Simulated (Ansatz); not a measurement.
System: Cu3Ni2.

```cif
data_structure
_symmetry_space_group_name_H-M 'P 1'
_symmetry_Int_Tables_number 1
_cell_length_a 2.5206
_cell_length_b 2.5206
_cell_length_c 20.8496
_cell_angle_alpha 90.000
_cell_angle_beta 90.000
_cell_angle_gamma 120.000
_cell_volume 114.72
loop_
_atom_site_label
_atom_site_type_symbol
_atom_site_fract_x
_atom_site_fract_y
_atom_site_fract_z
_atom_site_occupancy
Cu1 Cu 0.33333 0.66667 0.84679 1
Cu2 Cu 0.33333 0.66667 0.05115 1
Cu3 Cu 0.33333 0.66667 0.44900 1
Cu4 Cu 0.66667 0.33333 0.94885 1
Cu5 Cu 0.66667 0.33333 0.15321 1
Cu6 Cu 0.66667 0.33333 0.55101 1
Ni1 Ni 0.33333 0.66667 0.65052 1
Ni2 Ni 0.33333 0.66667 0.25264 1
Ni3 Ni 0.66667 0.33333 0.74736 1
Ni4 Ni 0.66667 0.33333 0.34948 1
```

Space group P-3m1; a structure generated by program, which may or may not match a known phase; computed without spin polarisation.

Theory: DFT PBE, scalar-relativistic, plane waves, PAW in Ansatz.

What can the converged valence pseudo-density and electron localisation function tell about the bonding?

Answer. Ni–Ni (2.49 Å): ρ at the midpoint is about 0.32 e/Å³; the ELF is about 0.25 at the midpoint: no localised pair shows between them.
Cu–Ni (2.53 Å): ρ at the midpoint is about 0.29 e/Å³; the ELF is about 0.25 at the midpoint (no shared electron pair shows on this line).
Cu–Cu (2.58 Å): the density is about 0.26 e/Å³ at the midpoint; the ELF is about 0.20 at the midpoint; no shared electron pair shows on this line.

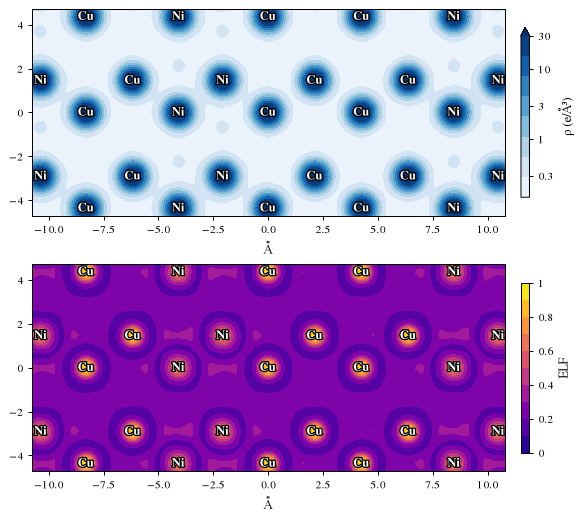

Computed valence pseudo-density and electron localisation function on the (110) plane of the conventional cell, in this order. 
